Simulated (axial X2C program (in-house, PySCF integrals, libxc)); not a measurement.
# Relativistic diatomic calculation for HfN⁻

System: HfN⁻, single determinant with M_S = 0 and |Λ| = 0.
Method: HF, spin-free X2C-1e, Hf dyall-acv3z, N dyall-av3z (cores contracted) (axial X2C program (in-house, PySCF integrals, libxc)).

Output:
```
spin-free X2C-1e  HF
basis functions 251  fitting functions 1256  grid points 5075
iter        total energy     max residual
   1     -15128.054037906     8.01e-01
   2     -15128.103124047     2.63e-02
   3     -15128.102684802     3.18e-02
   4     -15128.108934723     1.71e-03
   5     -15128.109117711     1.06e-03
   6     -15128.109172632     1.08e-03
   7     -15128.109198788     3.45e-04
   8     -15128.109210120     1.69e-04
   9     -15128.109214771     9.82e-05
  10     -15128.109215892     3.99e-05
  11     -15128.109216069     7.03e-06
  12     -15128.109216078     1.89e-06
  13     -15128.109216079     7.81e-07
converged
one-electron -21097.85283283  Coulomb 6130.53443073  exact exchange -314.68886032  xc functional 0.00000000  nuclear repulsion 153.89804634
correlated 10  virtual 334  natural virtual 88  E(MP2) -0.361562447  MP2 remainder -0.019665865
iter   CCSD correlation   residual
   1     -0.295379479   2.98e-01
   2     -0.317918032   1.74e-01
   3     -0.322661062   5.22e-02
   4     -0.323029685   2.53e-02
   5     -0.323394655   9.39e-03
   6     -0.323441706   4.18e-03
   7     -0.323407493   1.82e-03
   8     -0.323437470   7.14e-04
   9     -0.323449084   2.73e-04
  10     -0.323443146   1.21e-04
  11     -0.323446645   6.27e-05
  12     -0.323446250   2.60e-05
  13     -0.323445977   1.22e-05
  14     -0.323445971   6.91e-06
(T) -0.024218074702357897  T1 0.0554  D1 0.1012  max T2 0.156
```

The points of the curve:

| R (Å) | E (hartree) | dipole (D; origin at the first atom, positive when the second is positive) | highest filled (eV) | lowest empty (eV) |
| --- | --- | --- | --- | --- |
| 1.508 | −15128.052374 | −0.81 | −1.07 | 2.15 |
| 1.577 | −15128.086171 | −2.07 | −1.26 | 2.15 |
| 1.629 | −15128.100763 | −2.94 | −1.40 | 2.15 |
| 1.681 | −15128.107985 | −3.76 | −1.53 | 2.15 |
| 1.733 | −15128.109216 | −4.51 | −1.66 | 2.15 |
| 1.794 | −15128.104608 | −5.32 | −1.80 | 2.14 |
| 1.854 | −15128.094948 | −6.05 | −1.93 | 2.14 |
| 1.932 | −15128.077028 | −6.89 | −2.08 | 2.14 |
| 2.028 | −15128.049471 | −7.80 | −2.23 | 2.14 |
| 2.166 | −15128.003355 | −8.93 | −2.07 | 2.12 |

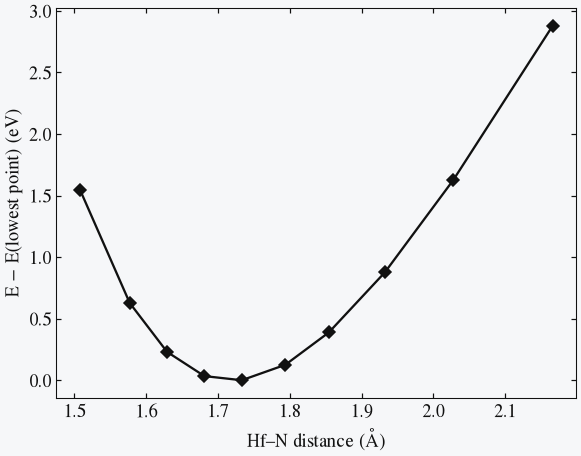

Fig. 1: Energy at 10 bond lengths, for one set of occupations held fixed; the line joins the points. A polynomial of degree 6 through 9 points gives rₑ = 1.719 Å, ωₑ = 1038 cm⁻¹, ωₑxₑ = 2.4 cm⁻¹ and Bₑ = 0.4392 cm⁻¹. The minimum lies 2.62 eV below Hf⁻ + N, each computed as one determinant at the same level.

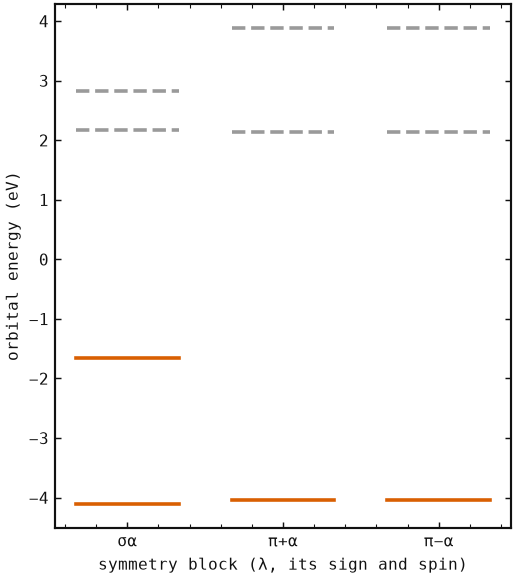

Fig. 2: Orbital energies near the frontier at 1.73 Å, filled (solid) and empty (dashed); a label such as π−α means λ = −1 and α spin, and the β levels equal the α ones. The highest filled orbital (σα; 64 % Hf s, 14 % Hf p) lies at −1.66 eV, the lowest empty one (π−α; 99 % Hf p) at 2.15 eV.

The input:
```
{"zs": [72, 7], "q": -1, "bas": ["dyall-acv3z", "dyall-av3z"], "levels": ["PBE0", "HF", "BHandHLYP"], "cc": true, "r0": 1.88, "thr": -1.0, "nmax": 90, "npts": 10, "nst": 2, "ntry": 6}
```

The line is the task of a batch: nuclear charges, charge, bases, the levels to run, a first guess of the distance and further settings. This report covers HF without spin-orbit coupling. The log is that of the reference distance 1.733 Å.

Launched within a batch (the task file carries these settings):
```bash
python <driver script> task.json out
```

Key numbers:

- outcome: converged
- bond length rₑ: 1.719 Å
- ωₑ: 1038 cm⁻¹
- energy at the minimum: −15128.10940 hartree
- hardware: 1 thread of Intel Xeon @ 2.50GHz (Skylake/Cascade Lake), 128 GiB of memory available, shared host
- wall time: 6.1 s
- peak memory: 0.75 GiB

Notes:

Hartree–Fock lacks correlation, so it usually binds too weakly. Caveats: at long range the curve rises above Hf⁻ + N, so this determinant doesn't dissociate to them.
